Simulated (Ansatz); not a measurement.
Geometry relaxation of Al30Cu (part 2 of 2)

Al30Cu (defect cell, 31 atoms in the cell); DFT PBE, scalar-relativistic, plane waves, PAW, PAW set soft_1, no spin polarisation (Ansatz 0.2.0); cutoff 420 eV, 3×3×3 k-mesh, Gaussian smearing of 0.1 eV. It belongs to a series of runs on one base structure; here: end point A relaxed.

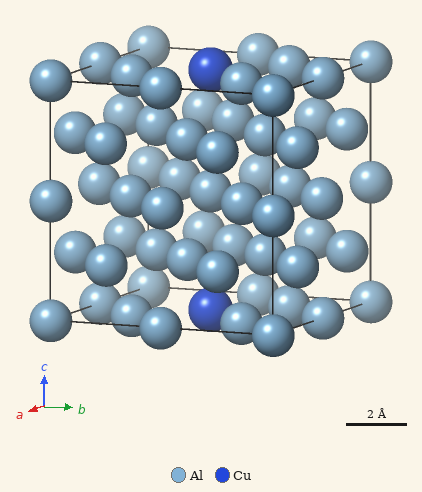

*The geometry at step 2 of the log (spheres-only view of the cell of the calculation, seen slightly off an axis).*

```
SCF converged after 7 iterations
Free energy (F): -22749.965468 eV
Harris-Foulkes:  -22749.965468 eV  (|F-HF|=9.03e-9)
Internal energy: -22749.916019 eV  (E = F + TS)
E sigma→0 (E₀):  -22749.940743 eV
Entropy (-TS):   -0.049450 eV (-1.595 meV/atom)
Fermi energy:    7.440147 eV
--- Per-component energies (eV) ---
  E_band       = -246.817702
  E_kinetic    = 921.358308
  E_local      = -7718.693557  (includes V_loc(G=0)·N_el)
  E_nonlocal   = 1187.680301
  E_hartree    = 3580.755247
  E_xc         = -1191.909867
  E_vxc        = -954.053952  (∫ρ·V_xc dr)
  E_paw        = -15895.724567  (= ΣΔE_a)
  E_vpaw       = -844.626073  (= ΣTr[D̂ρ^β])
  E_aug_tail   = 0.000923  (compensation charges beyond the density's cutoff)
  E_ewald      = -3633.382806
  E_smearing   = -0.049450  (= −TS)
  E_closure    = -0.000000  (closes the sum)
  Σ components = -22749.965468   (vs F -22749.965468, Δ=0.00e0)
--- Forces (eV/Å), atoms counted from 1 ---
  atom   1  Al    -0.00438424     0.01308271    -0.00156172
  atom   2  Al     0.01225901     0.00184369     0.00403142
  atom   3  Al     0.00193235    -0.00075357     0.01453615
  atom   4  Al    -0.00126836    -0.00050242    -0.00432647
  atom   5  Cu    -0.00279006     0.00161562    -0.00527226
  atom   6  Al     0.00306729     0.00361160     0.00685581
  atom   7  Al    -0.01094462     0.00038562    -0.00904477
  atom   8  Al    -0.00754171     0.00280136     0.01043949
  atom   9  Al    -0.02023143     0.00997234     0.00311625
  atom  10  Al     0.00680714    -0.01129248     0.00123051
  atom  11  Al    -0.00138392    -0.00469990     0.00118358
  atom  12  Al    -0.00411309     0.00798281    -0.00920090
  atom  13  Al     0.02101432    -0.00674867     0.00377974
  atom  14  Al     0.00565965     0.00324105     0.01279887
  atom  15  Al     0.00739791    -0.00578080    -0.00569710
  atom  16  Al    -0.00547753    -0.00882890     0.00387439
  atom  17  Al     0.01361150    -0.01189945     0.00038208
  atom  18  Al    -0.00541837     0.00105852     0.00396646
  atom  19  Al     0.00651879     0.00940314     0.00275633
  atom  20  Al     0.01091066     0.00526813    -0.00434531
  atom  21  Al    -0.00725283    -0.00493761    -0.00648158
  atom  22  Al    -0.01046087     0.00695727     0.00733256
  atom  23  Al    -0.01624698     0.01422922    -0.01610253
  atom  24  Al    -0.00929177     0.00618709    -0.01344960
  atom  25  Al     0.00049512     0.00044847     0.00601627
  atom  26  Al    -0.01277510     0.00234586     0.00229982
  atom  27  Al     0.00882213    -0.00272634    -0.00281432
  atom  28  Al     0.00348103    -0.00349385     0.00826192
  atom  29  Al     0.00499810    -0.02364141    -0.01339721
  atom  30  Al     0.00767716    -0.00521137    -0.00533204
  atom  31  Al     0.00489022     0.00003062     0.00423000
  max |Σ_I F_I| component: 6.59e-5 eV/Å
--- Relaxed structure (3 steps of the walk, 3 accepted, 0 SCFs on fresh bases) ---
  F+E_penalty+E_count = -22749.96546807 eV   max|allowed force component| = 2.364e-2 eV/Å
  atoms:
    - { symbol: Al, position: [0.49676575227356967, 0.001682897900481643, -0.0016384949543638261] }
    - { symbol: Al, position: [0.747024283456287, 0.2541524566044951, -0.001815284774790155] }
    - { symbol: Al, position: [0.7489609186341368, 5.982261379310399e-5, 0.2490132988975164] }
    - { symbol: Al, position: [0.0025338229976880665, 0.003860019162198904, -0.0016945617853607467] }
    - { symbol: Cu, position: [0.5057297832619105, 0.506630976758098, -0.0008431626535655234] }
    - { symbol: Al, position: [0.7487035990097248, 0.7501776250348684, -0.0018157286964937674] }
    - { symbol: Al, position: [0.24958183894074326, 0.0034455891501825827, 0.2463748811447098] }
    - { symbol: Al, position: [0.49472044855777725, 0.25519342856854643, 0.23591365846948423] }
    - { symbol: Al, position: [0.7467351077405896, 0.5022456873150919, 0.24827121243936312] }
    - { symbol: Al, position: [0.5008828040315212, 0.0008938031216149106, 0.49834642865760764] }
    - { symbol: Al, position: [0.7475653989496646, 0.25149504892077557, 0.4983318205463794] }
    - { symbol: Al, position: [0.7492671865907644, -0.00019694444904543907, 0.7472671939190394] }
    - { symbol: Al, position: [0.0002098039758824547, 0.4983835360507509, -0.0019079242072721201] }
    - { symbol: Al, position: [0.2525805140299162, 0.7487115960434045, -0.002044095603233778] }
    - { symbol: Al, position: [0.0017674590039466343, 0.2509214664845511, 0.2461866700911322] }
    - { symbol: Al, position: [0.25385903536280086, 0.4961996388290782, 0.23588182122096585] }
    - { symbol: Al, position: [0.500560861995436, 0.7478822860072866, 0.24826359720123117] }
    - { symbol: Al, position: [-0.0017558295827893962, -0.00022575044078430433, 0.49788301269195356] }
    - { symbol: Al, position: [0.2498674087613732, 0.25123847740552935, 0.49824473058003527] }
    - { symbol: Al, position: [0.4993668112202839, 0.5009972985900705, 0.49864595133604456] }
    - { symbol: Al, position: [0.7490445040242188, 0.7504778908394331, 0.4983589036014453] }
    - { symbol: Al, position: [0.24946181698680286, 0.00311245552230677, 0.7500106594292287] }
    - { symbol: Al, position: [0.4947046999967125, 0.25473033498447334, 0.761021216879246] }
    - { symbol: Al, position: [0.7463345916487026, 0.5020848240697179, 0.7488270432826334] }
    - { symbol: Al, position: [-0.0013626188920636047, 0.7505660941206179, 0.2491633802852134] }
    - { symbol: Al, position: [-0.00038064395904069257, 0.50221746521484, 0.49826546635620483] }
    - { symbol: Al, position: [0.24963360568758425, 0.7491711847365848, 0.4983327310256551] }
    - { symbol: Al, position: [0.0019643303618732217, 0.2506931672369902, 0.7500522860454085] }
    - { symbol: Al, position: [0.2537567165808282, 0.49632679590970064, 0.761004470135076] }
    - { symbol: Al, position: [0.5007669341264327, 0.7476800870660745, 0.7486614690067386] }
    - { symbol: Al, position: [-0.001619345773276771, 0.7505247406282748, 0.7467912494327694] }
```

Trajectory as extended XYZ (Å, eV, eV/Å), 3 frames, from step=1 to step=3:
```
31
Lattice="8.1000 0.0000 0.0000 0.0000 8.1000 0.0000 0.0000 0.0000 8.1000" Properties=species:S:1:pos:R:3:forces:R:3 step=1 energy=-22749.62194
Al    4.0566    0.0142   -0.0389   -0.2597   0.0607   0.1015
Al    6.1045    2.0245   -0.0140   -0.1663   0.3035  -0.0531
Al    6.0134    0.0399    1.9201    0.2303  -0.1563   0.5202
Al   -0.0574   -0.0193    0.0033    0.3949   0.1997  -0.1607
Cu    4.0534    4.0360    0.0600    0.0520   0.0668  -0.0207
Al    6.0953    6.0573   -0.0664   -0.2970  -0.0915   0.1064
Al    1.9957   -0.0152    2.0201    0.0646   0.2062  -0.2377
Al    4.0488    2.0522    2.0241   -0.2227   0.1803  -0.2782
Al    6.0642    4.1094    2.0272   -0.1821  -0.0377  -0.0721
Al    3.9847    0.0121    4.0470    0.3767  -0.0684  -0.0899
Al    6.0731    2.0319    4.0402   -0.0315  -0.1274   0.0014
Al    6.0396   -0.0098    6.0740    0.2006  -0.0291  -0.2899
Al   -0.0079    4.0475   -0.0701    0.2296  -0.1169   0.1951
Al    2.0600    6.0905   -0.0339    0.0088  -0.1339   0.0955
Al    0.0171    2.0420    2.0460    0.0529  -0.0115  -0.3047
Al    2.0421    4.0801    1.9891    0.1122  -0.1674  -0.1587
Al    4.0628    6.1381    2.0330    0.0052  -0.3547  -0.0578
Al    0.0566    0.0362    4.0265   -0.4878  -0.2760  -0.0305
Al    2.0027    1.9815    4.0671    0.1969   0.3658  -0.1062
Al    4.0552    4.0626    4.1274    0.0608  -0.0058  -0.3403
Al    6.0668    6.1164    4.0265    0.0503   0.0239  -0.0217
Al    2.0362    0.0023    6.0582   -0.1631   0.0902   0.2902
Al    4.0576    1.9801    6.0983   -0.1751   0.4155   0.2168
Al    6.0900    4.0609    6.0514   -0.2292   0.0145   0.0217
Al   -0.0133    6.1081    1.9795   -0.0550  -0.1088   0.1993
Al   -0.0216    4.0209    4.0310    0.0267   0.2582   0.0273
Al    2.0065    6.0737    4.0855   -0.0575  -0.0365  -0.3345
Al    0.0447    1.9781    6.0388   -0.0799   0.1063   0.2733
Al    2.0377    4.0949    6.0837    0.0689  -0.4278   0.2821
Al    4.0123    6.0902    6.0159    0.3554  -0.1743   0.2528
Al   -0.0059    6.0916    6.0229   -0.0797   0.0325  -0.0271
31
Lattice="8.1000 0.0000 0.0000 0.0000 8.1000 0.0000 0.0000 0.0000 8.1000" Properties=species:S:1:pos:R:3:forces:R:3 step=2 energy=-22749.95162
Al    4.0197    0.0326   -0.0040    0.0379  -0.0395  -0.0457
Al    6.0615    2.0709   -0.0084   -0.0500  -0.0113  -0.0193
Al    6.0612    0.0157    2.0133    0.0152  -0.0268  -0.0180
Al    0.0165    0.0258   -0.0150   -0.0367  -0.0293  -0.0019
Cu    4.0694    4.0674    0.0400    0.0361   0.0450  -0.0732
Al    6.0599    6.0655   -0.0253    0.0210   0.0504   0.0243
Al    2.0115    0.0315    1.9778    0.0291  -0.0125   0.0674
Al    3.9992    2.0733    1.9311    0.0292  -0.0473  -0.0164
Al    6.0295    4.0859    2.0080    0.0814  -0.0630  -0.0133
Al    4.0519    0.0065    4.0397   -0.0475  -0.0098   0.0031
Al    6.0558    2.0297    4.0302    0.0031   0.0531   0.0018
Al    6.0665    0.0063    6.0412   -0.0044  -0.0168   0.0463
Al    0.0268    4.0253   -0.0165   -0.0415   0.0630  -0.0289
Al    2.0657    6.0488   -0.0107   -0.0177   0.0063  -0.0320
Al    0.0275    2.0463    1.9797   -0.0446  -0.0270   0.0369
Al    2.0615    4.0171    1.9253   -0.0334   0.0303   0.0196
Al    4.0642    6.0623    2.0222   -0.0497   0.0367  -0.0343
Al   -0.0203    0.0113    4.0178    0.0524  -0.0285   0.0314
Al    2.0177    2.0357    4.0435    0.0164  -0.0185  -0.0227
Al    4.0585    4.0608    4.0405   -0.0287   0.0026   0.0052
Al    6.0743    6.0931    4.0248   -0.0088  -0.0179   0.0286
Al    2.0146    0.0229    6.0948    0.0368  -0.0185  -0.0666
Al    4.0071    2.0712    6.1548    0.0422  -0.0573   0.0294
Al    6.0408    4.0724    6.0626    0.0526  -0.0423   0.0094
Al   -0.0119    6.0834    2.0128    0.0018  -0.0164  -0.0127
Al   -0.0215    4.0659    4.0298    0.0227  -0.0155   0.0178
Al    2.0159    6.0593    4.0395    0.0234   0.0366  -0.0167
Al    0.0206    2.0186    6.0830   -0.0311   0.0474  -0.0320
Al    2.0688    3.9996    6.1479   -0.0603   0.0790   0.0362
Al    4.0695    6.0460    6.0576   -0.0596   0.0518   0.0315
Al   -0.0112    6.0778    6.0359    0.0127  -0.0034   0.0448
31
Lattice="8.1000 0.0000 0.0000 0.0000 8.1000 0.0000 0.0000 0.0000 8.1000" Properties=species:S:1:pos:R:3:forces:R:3 step=3 energy=-22749.96547
Al    4.0238    0.0136   -0.0133   -0.0044   0.0131  -0.0016
Al    6.0509    2.0586   -0.0147    0.0123   0.0018   0.0040
Al    6.0666    0.0005    2.0170    0.0019  -0.0008   0.0145
Al    0.0205    0.0313   -0.0137   -0.0013  -0.0005  -0.0043
Cu    4.0964    4.1037   -0.0068   -0.0028   0.0016  -0.0053
Al    6.0645    6.0764   -0.0147    0.0031   0.0036   0.0069
Al    2.0216    0.0279    1.9956   -0.0109   0.0004  -0.0090
Al    4.0072    2.0671    1.9109   -0.0075   0.0028   0.0104
Al    6.0486    4.0682    2.0110   -0.0202   0.0100   0.0031
Al    4.0572    0.0072    4.0366    0.0068  -0.0113   0.0012
Al    6.0553    2.0371    4.0365   -0.0014  -0.0047   0.0012
Al    6.0691   -0.0016    6.0529   -0.0041   0.0080  -0.0092
Al    0.0017    4.0369   -0.0155    0.0210  -0.0067   0.0038
Al    2.0459    6.0646   -0.0166    0.0057   0.0032   0.0128
Al    0.0143    2.0325    1.9941    0.0074  -0.0058  -0.0057
Al    2.0563    4.0192    1.9106   -0.0055  -0.0088   0.0039
Al    4.0545    6.0578    2.0109    0.0136  -0.0119   0.0004
Al   -0.0142   -0.0018    4.0329   -0.0054   0.0011   0.0040
Al    2.0239    2.0350    4.0358    0.0065   0.0094   0.0028
Al    4.0449    4.0581    4.0390    0.0109   0.0053  -0.0043
Al    6.0673    6.0789    4.0367   -0.0073  -0.0049  -0.0065
Al    2.0206    0.0252    6.0751   -0.0105   0.0070   0.0073
Al    4.0071    2.0633    6.1643   -0.0162   0.0142  -0.0161
Al    6.0453    4.0669    6.0655   -0.0093   0.0062  -0.0135
Al   -0.0110    6.0796    2.0182    0.0005   0.0004   0.0060
Al   -0.0031    4.0680    4.0359   -0.0128   0.0023   0.0023
Al    2.0220    6.0683    4.0365    0.0088  -0.0027  -0.0028
Al    0.0159    2.0306    6.0754    0.0035  -0.0035   0.0083
Al    2.0554    4.0202    6.1641    0.0050  -0.0236  -0.0134
Al    4.0562    6.0562    6.0642    0.0077  -0.0052  -0.0053
Al   -0.0131    6.0793    6.0490    0.0049   0.0000   0.0042
```
